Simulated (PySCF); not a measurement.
# C5H7BOSi: what the fields show

```csv
atom,x (Å),y (Å),z (Å)
B,0.5029,2.1493,1.0063
Si,0.4441,0.3678,0.2340
C,1.5836,-0.0193,-1.1848
C,2.3257,-0.2510,-2.1037
C,0.2655,-1.2530,1.3015
O,-1.0630,-1.5109,0.8171
C,-1.2558,-0.4791,-0.0657
C,-2.3451,-0.2924,-0.7960
H,0.2761,2.3589,2.1334
H,0.7347,3.0694,0.3241
H,2.9681,-0.4629,-2.9102
H,0.2399,-1.1454,2.3885
H,0.9151,-2.0946,1.0534
H,-3.1770,-0.9760,-0.7579
H,-2.4193,0.5472,-1.4619
```

Geometry: GFN2-xTB.

Method: PySCF 2.14.0, PBE0/def2-SVPD, SCF density, gas phase.

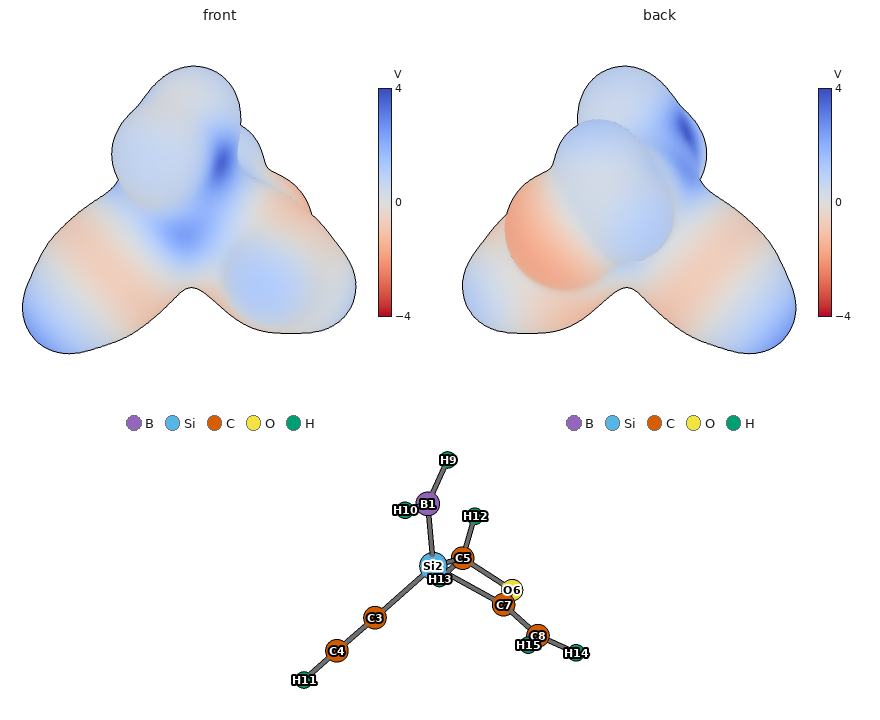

Figure 1. The molecular electrostatic potential painted on the density surface at 0.004 e/bohr³, seen from the front and from behind; red is negative and blue positive. The bare structure is drawn below in the same view.

Describe the electrostatic potential map.

The most negative region (about −1.6 V) lies over O6, the most positive (about +3.3 V) over B1. O6 is the likeliest acceptor of a hydrogen bond.

What dipole moment does the calculation give?

Its dipole moment is 2.23 D.

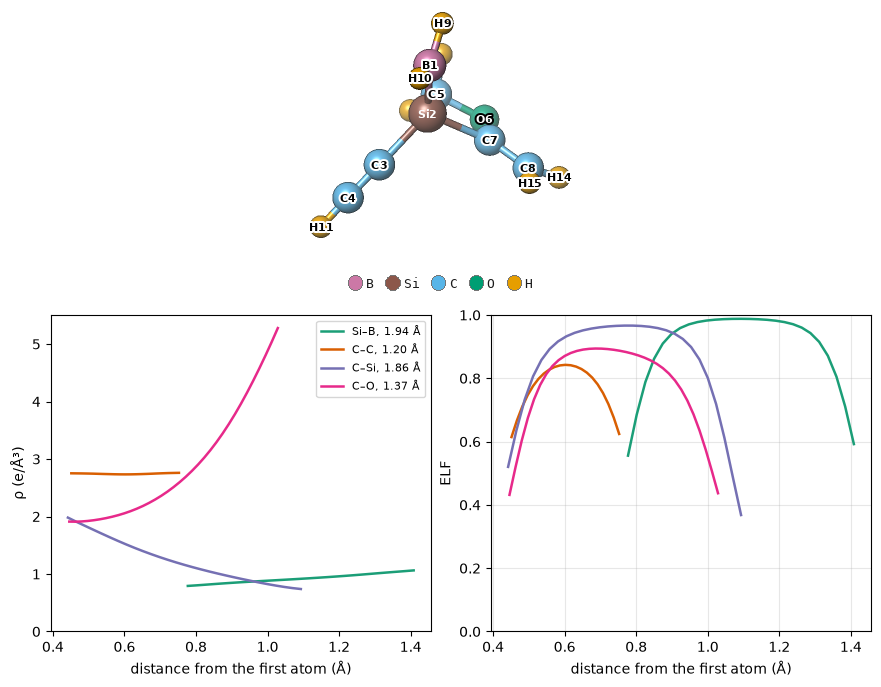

Figure 2. Electron density and ELF along straight lines between neighbouring atoms. The curves leave out the atomic cores. The structure is drawn too.

What can be read from the curves?

Si–B (1.94 Å): ρ is about 0.87 e/Å³ halfway; the ELF peaks at about 1 between the atoms: a covalent bond.
C–C (1.20 Å): ρ is about 2.7 e/Å³ halfway; the ELF peaks at about 0.85 between the atoms (a short, multiple covalent bond).
C–Si (1.86 Å): the density is about 0.91 e/Å³ at the midpoint; the ELF peaks at about 0.95 between the atoms, as expected for a shared electron pair.
C–O (1.37 Å): the density is about 2.3 e/Å³ at the midpoint, with its minimum of 1.9 e/Å³ about 0.5 Å from C; the ELF peaks at about 0.90 between the atoms: a shared but strongly polarised pair.
